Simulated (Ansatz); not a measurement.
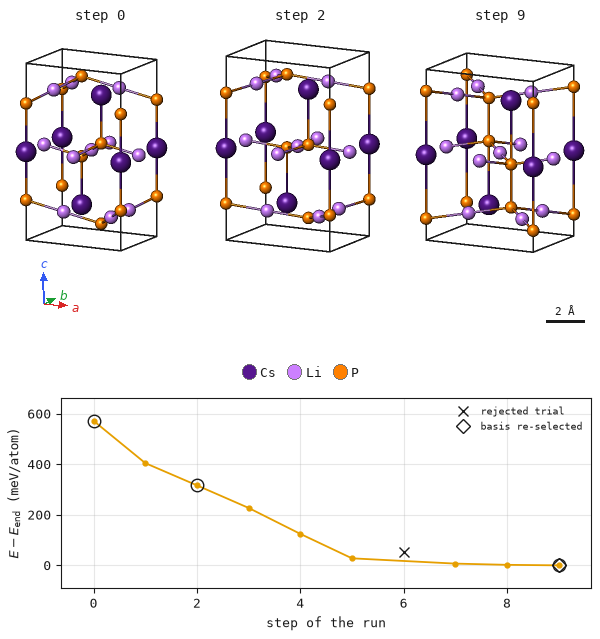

Frames of a relaxation of crystalline CsLi₃P₂ (a generated structure, set up in R-3m) (coarse preliminary run), marked on the history of the run. The picture is a ball-and-stick view of the conventional cell (3 times the calculation's cell), seen slightly off an axis. Lengths and directions refer to the drawn axes.

The calculation used DFT PBE, scalar-relativistic, plane waves, PAW in Ansatz 0.2.0. Settings: plane-wave cutoff 420 eV; k-point mesh 3 × 3 × 3; occupations gaussian; smearing width 0.1 eV; no spin polarisation; cell and atoms relaxed; force threshold 0.04 eV/Å; at most 70 steps.

What happens along the run?

After 7 accepted moves (9 points after the start) the energy has fallen by 572 meV per atom. The largest force component goes from 0.86 to 0.018 eV/Å. Pressure: 10.02 GPa at the start and 0.11 GPa at the end. The line search rejected the trial step at point 6 of the run. The SCF was repeated once at an unchanged geometry on a basis and grid sized afresh for the cell, which shifted the energy by 2.0 meV per atom at most. The largest moves relative to the cell, 0.91 Å, are those of P atoms. Li and Cs stay in place. The volume changes by +23.3 %, with a = b 7.149 → 8.081 Å (+13.0 %), c 9.414 → 9.086 Å (−3.5 %). Among the contacts that change: P–P 4.268 → 2.293 Å, Cs–P 2.573 → 3.397 Å, Cs–Li 3.575 → 4.040 Å, Li–P 2.140 → 2.362 Å. Among the angles between lasting bonds that change: Cs–P–Li 105.3° → 81.0°, Li–P–Li 113.3° → 117.6°. The space group stays R-3m (No. 166). From step 0 to 2: P atoms move most (0.27 Å), volume +24.9 %, energy −255 meV per atom. From step 2 to 9: P atoms move most (0.66 Å), volume −1.3 %, energy −317 meV per atom.

```csv
step,"E − E(0), meV/atom","largest force component, eV/Å","pressure, GPa","volume, Å³/atom",note
0,0.00,0.8648,10.02,23.149,
1,-167.14,0.3385,4.26,26.615,
2,-255.29,0.7593,1.58,28.916,
3,-344.66,1.2548,-0.03,30.044,
4,-447.35,1.4992,-1.10,30.319,
5,-544.11,1.0038,-1.48,30.210,
6,-520.31,2.8464,0.83,29.156,rejected
7,-565.04,0.5941,-0.34,28.695,
8,-569.89,0.0173,0.00,28.547,
9,-571.94,0.0179,0.11,28.547,"same geometry, new basis"
```
